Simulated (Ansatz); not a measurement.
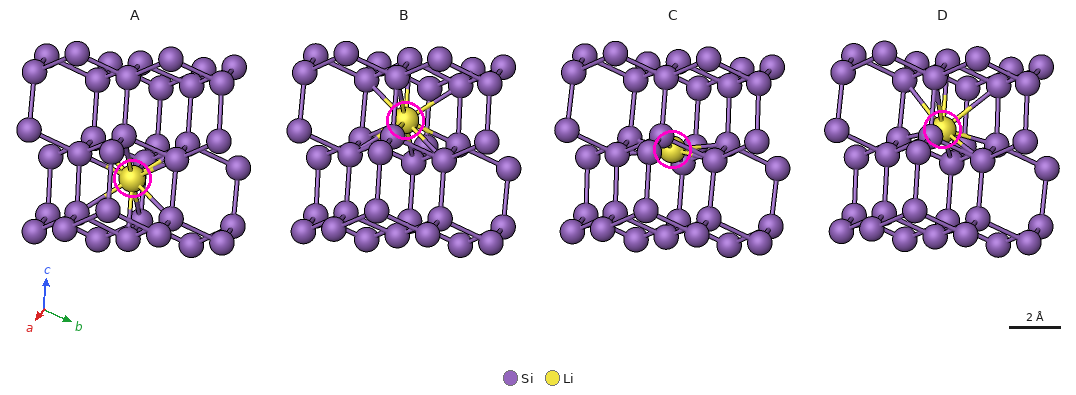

4 geometries from a converged minimum-energy path of a defect cell of composition LiSi32 (cell charge +1) (33 atoms in the cell), shuffled. A ball-and-stick model of the atoms within 5.4 Å of the middle of the path, seen slightly off an axis. The moving atom is ringed, with any periodic copies. Bonds to atoms that aren't drawn are left out.

These are results of Ansatz, DFT LDA, scalar-relativistic, plane waves, PAW, not measurements. Set-up: plane-wave cutoff 420 eV; k-point mesh 2 × 2 × 2; Gaussian smearing 0.02 eV; 5 movable images; climbing image.

One of them is the converged climbing image. Which?

Answer. C. In order along the path, whose images run from 0 to 6: A (image 0, 0.00 eV), C (image 3, +0.65 eV), D (image 5, +0.17 eV), B (image 6, 0.00 eV). The Li atom travels furthest, 2.34 Å from end to end, along +c, on a straight line. At the highest image its nearest neighbour (Si) is 2.33 Å away, against 2.42 Å at the start, and the surrounding atoms stand up to 0.05 Å off the mean of their end positions.

Limits of the set-up: the cell is charged, on a uniform background, and energies carry no finite-size correction.

The run took 72 s on 8 threads of Intel(R) Xeon(R) Platinum 8259CL CPU @ 2.50GHz (Skylake/Cascade Lake) (shared host), peak memory 2.9 GiB.
